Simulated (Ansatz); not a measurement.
**NH₃O (triplet): wave-function methods side by side at distance N1–H4 along a hydrogen transfer = 1.173 Å, cc-pVDZ**

How much of the correlation energy of NH₃O (triplet) does each wave-function method recover here?

Computed with Ansatz 0.2.0, Gaussian basis. Level: cc-pVDZ, core rule «outside noble gas», up to 2 orbitals frozen.

The runs, in order: UHF; CCSD(T) on ROHF; CCSD(T) on UHF; BCCD(T) on ROHF; CISD; CCSDT(Q) on ROHF; CCSDT(Q) on UHF; CASSCF and MRCISD+Q, 4 electrons in 4 orbitals; CASSCF and NEVPT2, 4 electrons in 4 orbitals; CASSCF and NEVPT2, 14 electrons in 11 orbitals.

2 further runs of the same task are left out: 2 that didn't finish.

**1. The geometry**

The geometry derives from fragments relaxed apart (PBE0/def2-TZVP) and kept rigid, so it is no stationary point. A hydrogen atom is moved between rigid fragments.

5 atoms, charge 0, spin multiplicity 3.

Atoms are counted from 1 here; the program's logs count them from 0.

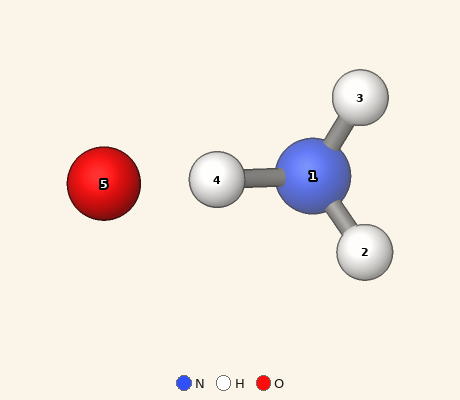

The geometry (nitrogen blue, hydrogen white, oxygen red); atoms are numbered from 1 in the order of the file.

**2. UHF**

in.yaml

```yaml
crystal:
  periodic: [false, false, false]
  atoms:
    - {symbol: N, position_ang: [-1.259146, -0.017258, -0.026862]}
    - {symbol: H, position_ang: [-1.556426, 0.950575, -0.026861]}
    - {symbol: H, position_ang: [-1.556425, -0.419557, 0.853398]}
    - {symbol: H, position_ang: [-0.086146, -0.017258, -0.026862]}
    - {symbol: O, position_ang: [1.303854, -0.017257, -0.026862]}
basis:
  gaussian: {orbitals: cc-pVDZ}
magnetization: {spin_polarized: true, initial_magnetization: 2}
hamiltonian: {xc: hf}
output: {orbitals: {seedname: orbitals}}
```

Started as:

```
> ansatz run in.yaml --threads 1 --pin off --events-out ev --progress --plain --max-ram 2393MiB
```

After this run come: CCSD(T) on ROHF; CCSD(T) on UHF; BCCD(T) on ROHF; CISD; CCSDT(Q) on ROHF; CCSDT(Q) on UHF; CASSCF and MRCISD+Q, 4 electrons in 4 orbitals; CASSCF and NEVPT2, 4 electrons in 4 orbitals; CASSCF and NEVPT2, 14 electrons in 11 orbitals.

Q: Predict the results of all the runs planned. Wanted: UCCSDT(Q) below the RHF energy; RMP2 from UCCSDT(Q); UMP2 from UCCSDT(Q); RCCSD from UCCSDT(Q); RCCSD(T) from UCCSDT(Q); UCCSD(T) from UCCSDT(Q); RCCSDT(Q) from UCCSDT(Q); NEVPT2 pair from UCCSDT(Q); MRCISD+Q pair from UCCSDT(Q).

**Answer**, as computed:

```
                         quantity                                                   value
   UCCSDT(Q) below the RHF energy                                              -9.6145 eV
              RMP2 from UCCSDT(Q)                                           +113.3 kJ/mol
              UMP2 from UCCSDT(Q)                                           +109.9 kJ/mol
             RCCSD from UCCSDT(Q)                                            +21.6 kJ/mol
          RCCSD(T) from UCCSDT(Q)                                             +3.8 kJ/mol
          UCCSD(T) from UCCSDT(Q)                                             +3.6 kJ/mol
         RCCSDT(Q) from UCCSDT(Q)                                             +0.2 kJ/mol
       NEVPT2 pair from UCCSDT(Q)                                           +102.6 kJ/mol
     MRCISD+Q pair from UCCSDT(Q)                                            +14.2 kJ/mol
    NEVPT2 valence from UCCSDT(Q)                                           +133.4 kJ/mol
levels within 1 kcal/mol (43 meV)  RCCSD(T), UCCSD(T), BCCD(T), RCCSDT, UCCSDT, RCCSDT(Q)
                    T1 diagnostic                                                   0.039
   effectively unpaired electrons                                                    2.02
```

In words: RCCSD(T) lands +3.8 kJ/mol from the yardstick (0.4 % of the correlation energy). One determinant dominates. Of the multireference levels listed MRCISD+Q pair comes nearest in total energy (+14.2 kJ/mol), which doesn't show that its space is the better one. These misses are within one basis, not against nature; the frozen cores of restricted and unrestricted runs differ, which can shift their rows.
